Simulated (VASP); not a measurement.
Band structure of Nb6PtAu (space group Pm-3). All values below come from PBEsol GGA, VASP's PBE PAW potentials (set 64) (plane waves; VASP 6.6.1).

Unless said otherwise, spin-orbit coupling is left out, though it shifts the bands of the heavy elements here.

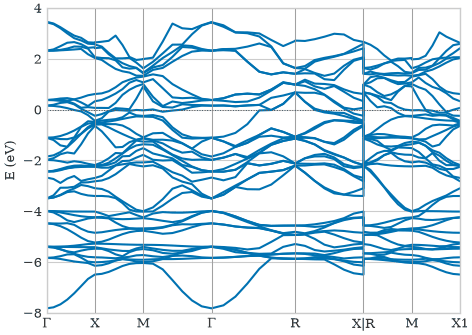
Bands along high-symmetry lines, zero at the valence-band maximum or, without a gap, the Fermi level

**Question.** Read the plot: is there a gap, and where are the band edges?

**Answer.** It has no gap at this level: it comes out as a metal or semimetal.

The structure comes from a computed database's Nb6PtAu entry (Pm-3); how it stands against other phases isn't given here. The cell was not relaxed at this level. The electron count is odd and the run is not spin-polarised, which forces a metal.
